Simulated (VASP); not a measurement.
Band structure of MgO (space group P6_3/mmc). All values below come from r2SCAN meta-GGA, VASP's PBE PAW potentials (set 64) (plane waves; VASP 6.6.1).

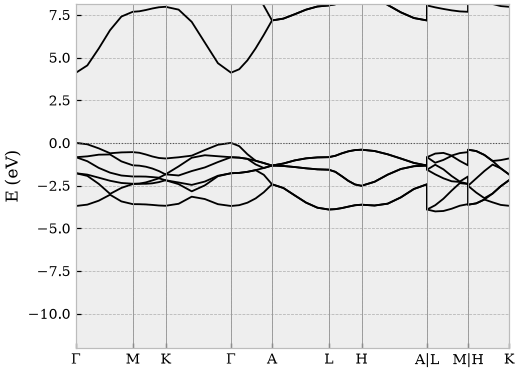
Figure: Bands along high-symmetry lines, zero at the valence-band maximum or, without a gap, the Fermi level

Task: Read the plot: is there a gap, and where are the band edges?

Result: The gap is direct, 4.11 eV, from the valence maximum at Γ to the conduction minimum at Γ.

The structure comes from a computed database's MgO entry (P6_3/mmc); how it stands against other phases isn't given here. It was relaxed first.
